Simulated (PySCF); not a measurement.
**Cl$_{2}$Sn, SMILES `Cl[Sn]Cl`: what the electrons do**

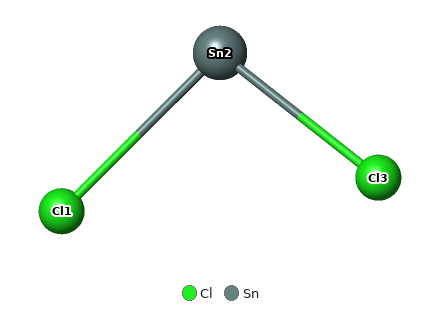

The molecule, with its atoms numbered as below. No frequency check shows the geometry to be a minimum.

Geometry (Å), atoms numbered from 1:

```
Cl1      1.8145    0.9146    0.0000
Sn2      0.0000   -0.6219    0.0000
Cl3     -1.8146    0.9145    0.0000
```

## 1. Bonding charge

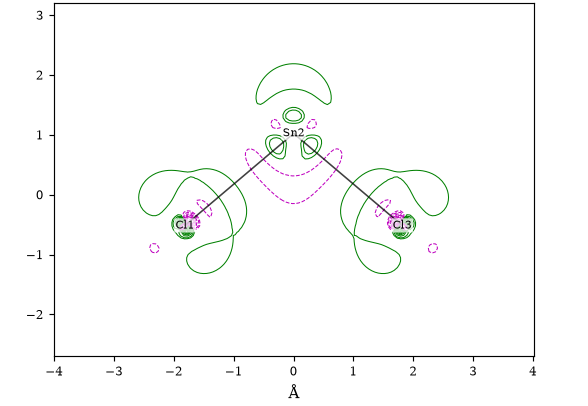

Deformation density (molecule less spherical, spin-averaged free atoms) in the molecular plane; contours at ±0.05 to ±0.8 e/Å³; solid green lines: gain, dashed magenta lines: loss.

Level of theory: BLYP/def2-SVPD (PySCF), at a geometry from GFN2-xTB. Core potentials replace the inner electrons of Sn; spin–orbit coupling isn't included.

How much density has each bond in this plane gained at its critical point, relative to the free atoms?

Answer. Cl1–Sn2 and Sn2–Cl3: +0.01 e/Å³ at the bond critical point (bond length 2.38 Å). In all, 0.7 electrons gather in the regions of gain relative to the promolecule. A small or negative value marks a very polar bond, one between electron-rich atoms, whose free-atom densities already overlap strongly, a long bond to a heavier atom, or a closed-shell contact such as a hydrogen bond.

Where do the Hirshfeld charges lie?

Answer. The highest Hirshfeld charge is on Sn2 (+0.47 e), the lowest on Cl1 and Cl3 (−0.23 e).

## 2. Bond critical points

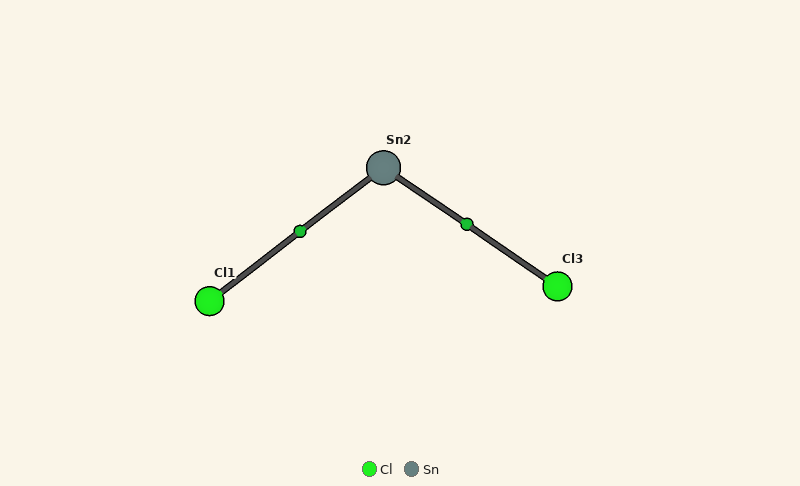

Molecular graph of the electron density (QTAIM): bond paths, bond critical points (green), ring points (magenta, if any); weak paths are dashed.

How many critical points of each kind are there, and does the count close?

Answer. 3 nuclei, 2 bond, 0 ring and 0 cage critical points: 3 − 2 + 0 − 0 = 1, as the Poincaré–Hopf relation requires.

Tabulate density, Laplacian, ellipticity and energy density at the bond critical points (atomic units).

Answer.
```csv
bond,length (Å),ρ (a.u.),∇²ρ (a.u.),ε,H (a.u.)
Cl1–Sn2 (2 alike),2.378,0.073,+0.19,0.02,−0.015
```

What kind of interaction is Cl1–Sn2?

Answer. Polar or intermediate (positive Laplacian, negative energy density H): ρ = 0.073, ∇²ρ = +0.19, H = −0.015 a.u.

## 3. Local ionisation energy

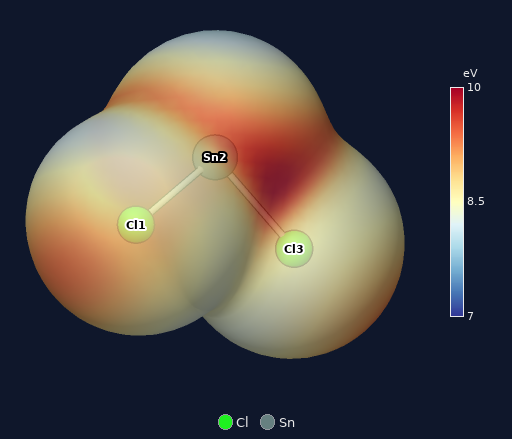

Average local ionisation energy on the surface of electron density 0.001 a.u.

Locate the minima of the map.

Answer. The lowest value is 8.0 eV, 2.4 Å from Sn2. Further minima include 8.2 eV, 2.2 Å from Cl1, and at like points elsewhere; 8.3 eV, 2.1 Å from Cl3. For comparison, the highest occupied orbital lies at −7.0 eV.

## 4. Excited states

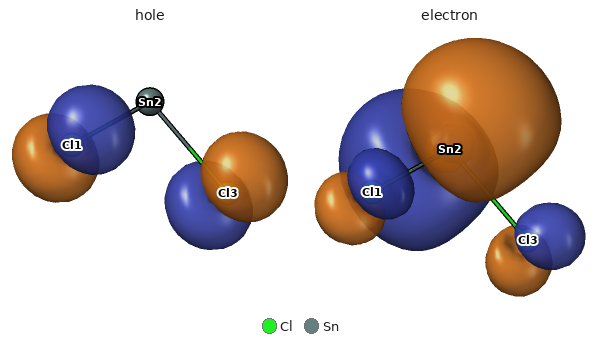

Leading natural transition orbital pair of S₃ (TDA singlet states); the surfaces enclose about 78 % of each orbital's density.

Level of theory: M06-2X/def2-SVPD (PySCF), at a geometry from GFN2-xTB. Core potentials replace the inner electrons of Sn; spin–orbit coupling isn't included.

Where does the state lie, and where do hole and electron sit?

Answer. 5.47 eV (226 nm), f = 0.008; the leading pair carries 88 %; hole on Cl1 and Cl3 (45 % each) and Sn2 (10 %), electron on Sn2 (81 %) and Cl1 and Cl3 (9 % each); their centroids lie 1.3 Å apart. In canonical orbitals it is mainly HOMO−2 → LUMO (88 %). The HOMO–LUMO gap is 6.77 eV.

## 5. In an electric field

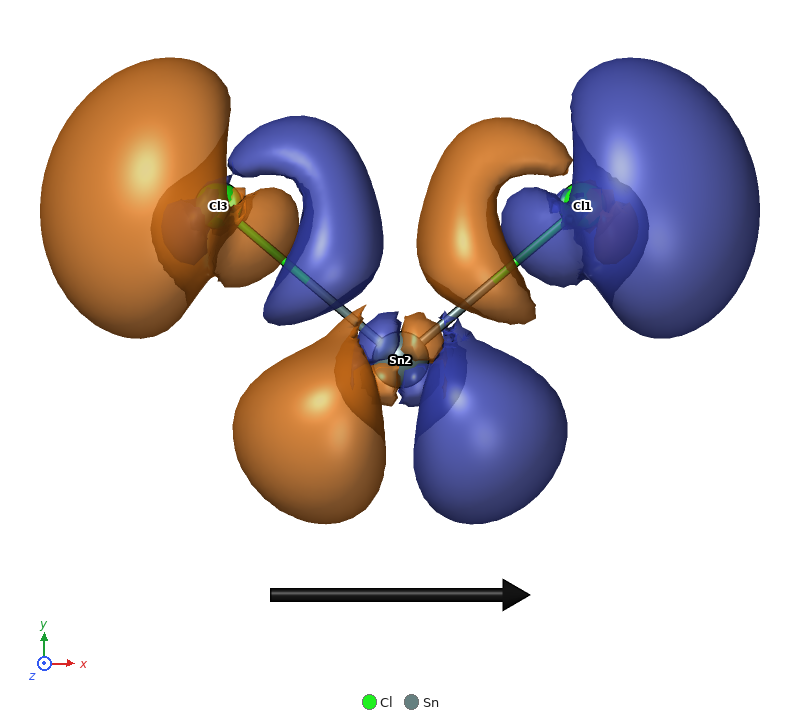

Change of the electron density in a uniform field of 0.10 V/Å along +x (arrow), surfaces at ±0.0006 e/Å³ (orange: gain, blue: loss).

PySCF calculation, B3LYP/def2-SVPD, gas phase; geometry: GFN2-xTB. Core potentials replace the inner electrons of Sn; spin–orbit coupling isn't included.

What dipole is induced, and what polarisability does it imply?

Answer. The induced dipole is 0.45 D (along the field); α along this axis, from the fields in both directions, is 88 bohr³ (13.0 Å³).

Which atoms gain and lose the most charge?

Answer. Electrons gather most on Cl3 (Hirshfeld charge changes by −0.013 e) and leave Cl1 most (+0.013 e); 0.030 electrons are displaced in all.

## 6. Removing or adding an electron

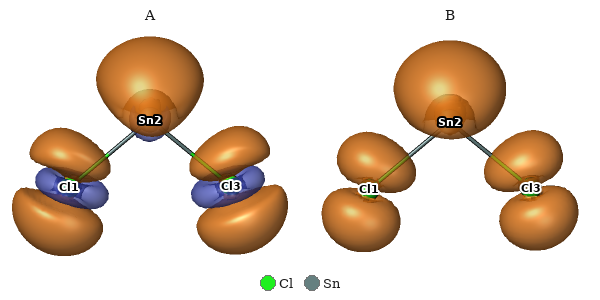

The Fukui function f⁻ from two separate SCF calculations and the density of the HOMO, at ±0.015 e/Å³ (orange positive, blue negative).

Level of theory: B3LYP/def2-SVPD (PySCF), at a geometry from GFN2-xTB. Core potentials replace the inner electrons of Sn; spin–orbit coupling isn't included.

Which panel is which, and how good is the frozen-orbital picture?

Answer. A is f⁻ (it has negative regions), B the HOMO density. The HOMO lies on Sn2 (42 %) and Cl1 and Cl3 (29 % each); f⁻ (Hirshfeld-condensed) is largest on Sn2 (0.41) and Cl1 and Cl3 (0.30 each); the vertical ionisation energy is 10.23 eV. Relaxation shifts 2 % of the electron between atoms. The orbital energy is −7.97 eV.

The PySCF runs shown took 8.7 s, 3 min, 13 s and 86 s on 1 thread of Arm Neoverse V1 (shared host).
